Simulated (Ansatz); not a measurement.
H3NO3W (SMILES [NH2][W](=[O])(=[O])[OH])

| atom | x (Å) | y (Å) | z (Å) |
| --- | --- | --- | --- |
| N | 0.1036 | 1.4596 | -0.2332 |
| O | 1.6157 | -0.9427 | 0.5588 |
| O | 0.2051 | -0.9790 | -1.8745 |
| O | -1.3242 | -1.2344 | 0.6191 |
| W | 0.1804 | -0.4772 | -0.2420 |
| H | 0.5629 | 2.0448 | 0.4592 |
| H | -0.2448 | 2.0172 | -1.0082 |
| H | -1.3532 | -1.7011 | 1.4603 |

Geometry: PBE0-D4/def2-SVP; core potentials replace the inner electrons of W.

The calculation used isolated molecule in a Gaussian basis; Kohn-Sham density functional theory, functional PBE0 (Ansatz 0.2.0).

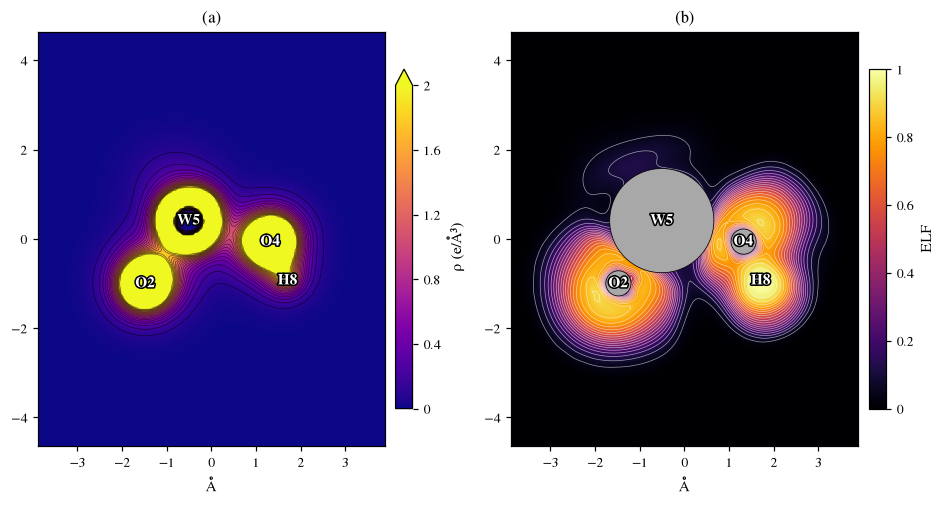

Figure 1. (a) electron density; (b) ELF on the plane of atoms O2, W5 and O4. Grey discs cover the atomic cores in the ELF map.

### Read the bonding off the picture.

- Atoms in the plane: O, W and H.
- W–O (1.71 Å): ρ is about 1.8 e/Å³ halfway; the ELF peaks at about 0.80 in the valence shell of O, 0.5 Å from its nucleus, and drops to about 0.35 between the two atoms.
- O–H (0.96 Å): ρ at the midpoint is about 3.8 e/Å³; the ELF climbs to about 1 towards the hydrogen, as it does in any bond to H (an ordinary covalent bond to hydrogen).
- W–O (1.89 Å): ρ is about 1.1 e/Å³ halfway; the ELF peaks at about 0.85 in the valence shell of O, 0.5 Å from its nucleus, and drops to about 0.25 between the two atoms.

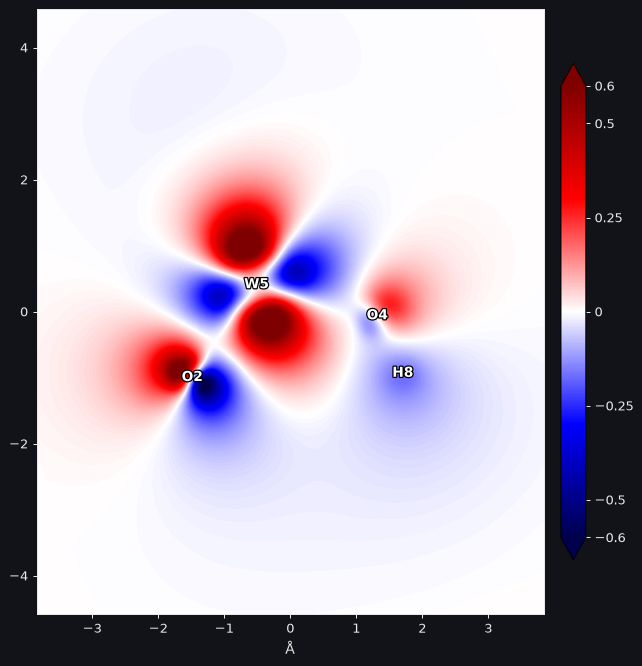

Figure 2. The LUMO on the plane of atoms O2, W5 and O4 (values in Å⁻³ᐟ²; the overall sign is arbitrary).

### Describe this orbital and give its energy.

By Hirshfeld shares it lies mainly on W5 (about 55 %), O2 (about 15 %) and O3 (about 15 %). Its energy is −1.45 eV.

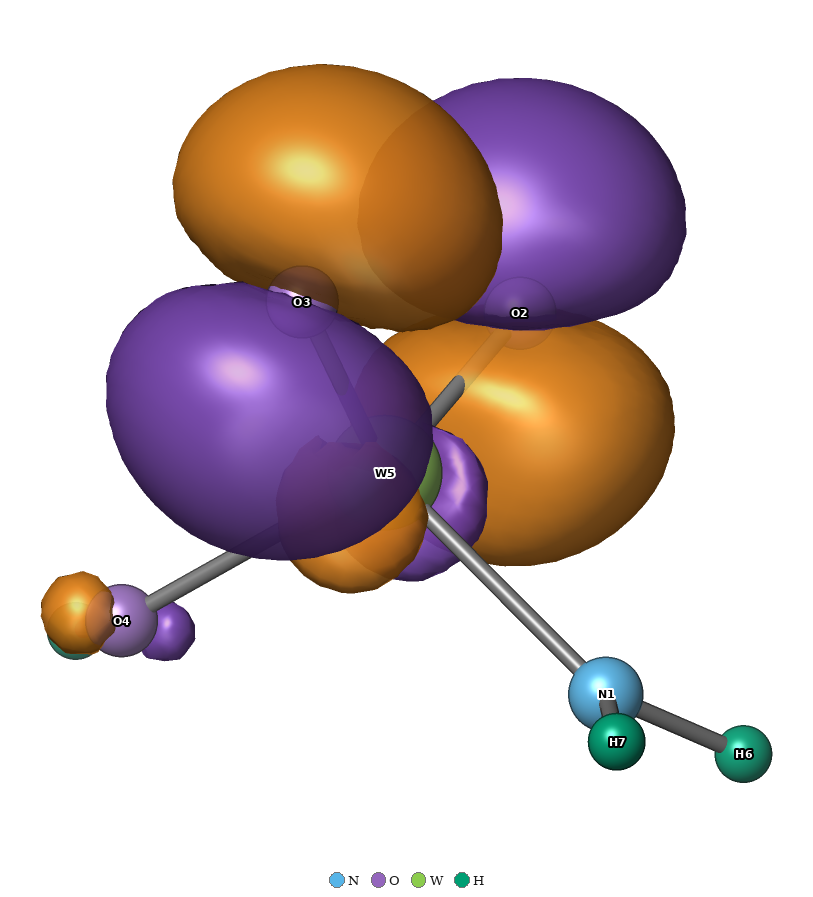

Figure 3. The HOMO−1 at ±0.1 Å⁻³ᐟ² (orange and purple are the two phases), seen at an oblique angle.

### Where does this orbital lie, and at what energy?

By Hirshfeld shares it lies mainly on O3 (about 45 %) and O2 (about 40 %); largely a combination of lone pairs on O3 and O2. Its energy is −8.78 eV.
